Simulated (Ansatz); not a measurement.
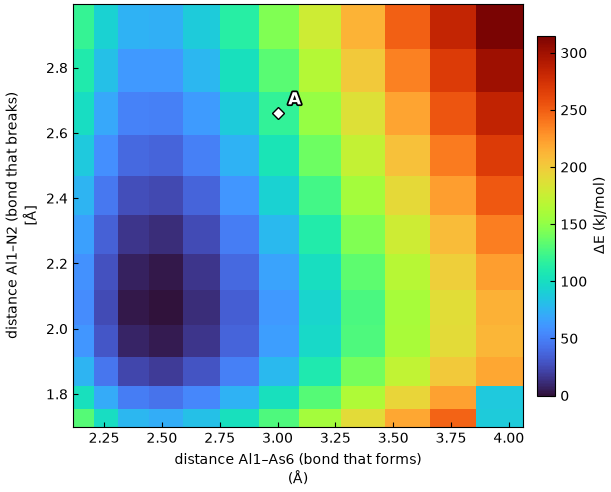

The reacting system AlAsH₇N (fragments AlH₄N + AsH₃ where the first distance is long, AlAsH₄ + H₃N where the second is long). Coordinates scanned: (1) distance Al1–As6 (bond that forms); (2) distance Al1–N2 (bond that breaks). Relaxed at each point: all other coordinates. Grid: 12 × 12 points. Points are written as (first, second). Energies: kJ/mol, counted from the lowest grid point. Energies and slopes of some neighbouring points disagree (a jump in structure or state, or too coarse a mesh). The reference is spin-restricted, so regions where a bond is pulled apart into radicals lie too high. Method: Ansatz 0.2.0, RKS BHLYP-D4/def2-SVP.

The picture shows one coloured cell a grid point, the point A.

Q: Is A at rest? If not, where is it pushed?

A: A, at (3.004 Å, 2.662 Å), is not a stationary point. The computed force is 185 kJ/mol for each Å towards smaller values of the first coordinate and 105 kJ/mol for each Å towards smaller values of the second coordinate.
